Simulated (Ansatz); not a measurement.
The figure comes from a scan of LiNbO₃ (space group R-3c): a phonon pattern at Γ is frozen into a 10-atom cell, Q being the largest atomic displacement. All values below come from LDA (plane waves to 420 eV, PAW, scalar-relativistic; Ansatz, a quantum-chemistry and plane-wave program). k mesh 8×8×8 (Γ-centred), fixed occupations. LiNbO3 is run without spin polarisation. LiNbO3 was relaxed with its symmetry unable to fall. This is one of several known forms of LiNbO3; the measured ambient cells at hand have space group No. 161. ΔE is measured from the undisplaced structure.

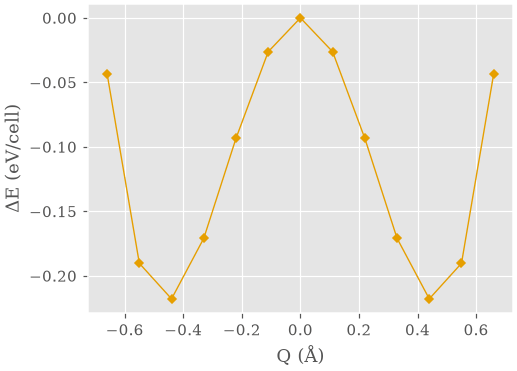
*ΔE (eV/cell) against Q (Å); computed points joined by lines.*

Question: Read the plotted values off the figure, to the accuracy that the plot allows.

Answer: To the nearest 0.005:

```
Q (Å)   ΔE (eV/cell)
------  ------------
-0.660        -0.045
-0.550        -0.190
-0.440        -0.220
-0.330        -0.170
-0.220        -0.095
-0.110        -0.025
0.000          0.000
0.110         -0.025
0.220         -0.095
0.330         -0.170
0.440         -0.220
0.550         -0.190
0.660         -0.045
```

(For displaced atoms, the force is minus the slope of the energy, and its curvature is a force constant, which sets phonon frequencies.)
